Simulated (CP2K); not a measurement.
# CH4ClFSi (SMILES FC[SiH2]Cl) at GFN2-xTB

Aim: the vertical ionisation energy of CH4ClFSi at GFN2-xTB, from 2 runs. 

The results are computed with CP2K 2026.2.

3 further runs of the same task are left out: 3 set aside as unsound or not needed.

### Step 1. The system as given

CH4ClFSi: 8 atoms, total charge 0, spin state singlet. SMILES: `FC[SiH2]Cl`. The coordinates come from a GFN2-xTB relaxation. This is one conformer, not always the lowest.

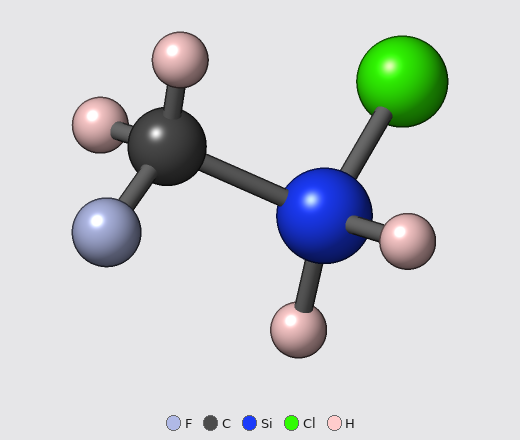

The structure, seen from a chosen angle (fluorine light blue, carbon dark grey, silicon blue, chlorine green, hydrogen pink).

### Step 2. A single-point energy at GFN2-xTB

Contents of run.inp:

```
&GLOBAL
   PROJECT_NAME run
   RUN_TYPE ENERGY
   PRINT_LEVEL MEDIUM
&END GLOBAL

&FORCE_EVAL
   METHOD QS
   &DFT
      CHARGE 0
      MULTIPLICITY 1
      &QS
         METHOD XTB
         EPS_DEFAULT 1.0E-10
         &XTB
            GFN_TYPE TBLITE
            &TBLITE
               METHOD GFN2
            &END TBLITE
            CHECK_ATOMIC_CHARGES F
         &END XTB
      &END QS
      ! cluster boundary conditions
      &POISSON
         PERIODIC NONE
         POISSON_SOLVER ANALYTIC
      &END POISSON
      &SCF
         SCF_GUESS ATOMIC
         EPS_SCF 1.0E-06
         MAX_SCF 150
         ADDED_MOS 4
         &DIAGONALIZATION
            ALGORITHM STANDARD
         &END DIAGONALIZATION
         &MIXING
            METHOD DIRECT_P_MIXING
            ALPHA 0.4
         &END MIXING
      &END SCF
      &PRINT
         &MOMENTS
            PERIODIC F
            REFERENCE COM
            MAX_MOMENT 1
         &END MOMENTS
         &MO ON
            ENERGIES T
            OCCUPATION_NUMBERS T
            NDIGITS 6
            &EACH
               QS_SCF 0
            &END EACH
            ADD_LAST NUMERIC
         &END MO
         &HIRSHFELD OFF
         &END HIRSHFELD
      &END PRINT
   &END DFT
   ! atoms, cell and kinds
   &SUBSYS
      &CELL
         ABC [angstrom] 18.9 19.1 18.4
         PERIODIC NONE
      &END CELL
      &COORD
         UNIT bohr
         F     -2.1996601     2.8736687    -0.9361136
         C      0.1196575     1.8168961    -0.3863356
         Si    -0.2466471    -1.7175154     0.3457443
         Cl     3.2485148    -3.0053070     1.1178297
         H      0.8795352     2.8900904     1.2095003
         H      1.3210886     2.1734307    -2.0312855
         H     -1.8682588    -2.0249360     2.5534735
         H     -1.2542490    -3.0063275    -1.8728131
      &END COORD
      &TOPOLOGY
         &CENTER_COORDINATES
         &END CENTER_COORDINATES
      &END TOPOLOGY
   &END SUBSYS
&END FORCE_EVAL
```

On the command line:

```sh
$ OMP_NUM_THREADS=1 cp2k.psmp -i run.inp > run.out 2>&1
```

Standard output:

```text
CP2K| version string:                                       CP2K version 2026.2
[...]
 GLOBAL| Method name                                                        CP2K
[...]
 GLOBAL| Run type                                                         ENERGY
[...]
                             - Atoms:                                          8
[...]
                             - Spherical basis functions:                     30
[...]
 Number of electrons:                                                         26
[...]
  *** SCF run converged in    19 steps ***
[...]
  Fermi energy:                                                -0.24392549640841
[...]
 TB_DIPOLE| Moment [Debye]         -0.08987332      -1.23823569       0.25614144
 TB_DIPOLE| Derivative [a.u.]       0.00000000       0.00000000       0.00000000
[...]
 ENERGY| Total FORCE_EVAL ( QS ) energy [hartree]            -15.229024068950572
[...]
```

Wall time 1.1 s (1 thread of Intel Xeon Platinum 8259CL at 2.50GHz (Skylake/Cascade Lake), shared host); peak memory 0.19 GiB.

### Step 3. The doublet cation at the same level

Contents of qs.inp:

```
&GLOBAL
 PROJECT_NAME qs
 RUN_TYPE ENERGY
 PRINT_LEVEL MEDIUM
&END GLOBAL

&FORCE_EVAL
 METHOD Quickstep
 &DFT
  CHARGE 1
  MULTIPLICITY 2
  SPIN_POLARIZED T
  &QS
   METHOD XTB
   EPS_DEFAULT 1.0E-10
   &XTB
    GFN_TYPE TBLITE
    &TBLITE
     METHOD GFN2
    &END TBLITE
    CHECK_ATOMIC_CHARGES F
   &END XTB
  &END QS
  &POISSON
   PERIODIC NONE
   POISSON_SOLVER ANALYTIC
  &END POISSON
  &SCF
   SCF_GUESS ATOMIC
   EPS_SCF 1.0E-06
   MAX_SCF 150
   ADDED_MOS 4
   &DIAGONALIZATION
    ALGORITHM STANDARD
   &END DIAGONALIZATION
   &MIXING
    METHOD DIRECT_P_MIXING
    ALPHA 0.4
   &END MIXING
   &SMEAR ON
    METHOD FERMI_DIRAC
    ELECTRONIC_TEMPERATURE [K] 300
   &END SMEAR
  &END SCF
  &PRINT
   &MOMENTS
    PERIODIC F
    REFERENCE COM
    MAX_MOMENT 1
   &END MOMENTS
   &MO ON
    ENERGIES T
    OCCUPATION_NUMBERS T
    NDIGITS 6
    &EACH
     QS_SCF 0
    &END EACH
    ADD_LAST NUMERIC
   &END MO
   &HIRSHFELD OFF
   &END HIRSHFELD
  &END PRINT
 &END DFT
 &SUBSYS
  &CELL
   ABC 18.9 19.1 18.4
   PERIODIC NONE
  &END CELL
  &COORD
   UNIT bohr
   F     -2.1996601     2.8736687    -0.9361136
   C      0.1196575     1.8168961    -0.3863356
   Si    -0.2466471    -1.7175154     0.3457443
   Cl     3.2485148    -3.0053070     1.1178297
   H      0.8795352     2.8900904     1.2095003
   H      1.3210886     2.1734307    -2.0312855
   H     -1.8682588    -2.0249360     2.5534735
   H     -1.2542490    -3.0063275    -1.8728131
  &END COORD
  &TOPOLOGY
   &CENTER_COORDINATES
   &END CENTER_COORDINATES
  &END TOPOLOGY
 &END SUBSYS
&END FORCE_EVAL
```

On the command line:

```sh
$ OMP_NUM_THREADS=1 cp2k.psmp -i qs.inp > qs.out 2>&1
```

Standard output:

```text
CP2K| version string:                                       CP2K version 2026.2
[...]
 GLOBAL| Method name                                                        CP2K
[...]
 GLOBAL| Run type                                                         ENERGY
[...]
                             - Atoms:                                          8
[...]
                             - Spherical basis functions:                     30
[...]
 Number of electrons:                                                         13
[...]
  *** SCF run converged in    31 steps ***
[...]
  Fermi energy:                                                -0.63935253386332
[...]
 TB_DIPOLE| Moment [Debye]         -0.65928516      -0.68985607       0.05428388
 TB_DIPOLE| Derivative [a.u.]       0.00000000       0.00000000       0.00000000
[...]
 ENERGY| Total FORCE_EVAL ( QS ) energy [hartree]            -14.699825347855359
[...]
```

Run time: 1.4 s. Hardware: 1 thread of Intel Xeon Platinum 8259CL at 2.50GHz (Skylake/Cascade Lake), shared host; peak memory 0.19 GiB.

### Step 4. Outcome

At GFN2-xTB:

| quantity | value |
| --- | --- |
| singlet CH4ClFSi: total energy | -15.22902 Eh |
| singlet CH4ClFSi: dipole moment (from atomic charges alone) | 1.27 D |
| singlet CH4ClFSi: HOMO energy | -11.44 eV |
| singlet CH4ClFSi: LUMO energy | -5.74 eV |
| singlet CH4ClFSi: HOMO–LUMO gap | 5.70 eV |
| doublet cation: total energy | -14.69983 Eh |
| doublet cation: HOMO energy (highest over α and β) | -17.45 eV |
| doublet cation: LUMO energy (lowest over α and β) | -17.34 eV |
| vertical ionisation energy (to the doublet cation) | 14.400 eV |

**Reading.** The vertical ionisation energy comes to 14.40 eV (1389 kJ/mol). xTB total energies overstate such differences by several eV unless an empirical shift is taken off; none is applied here. The dipole (singlet CH4ClFSi) comes from point charges on the atoms alone, without atomic dipoles, so it is partial.
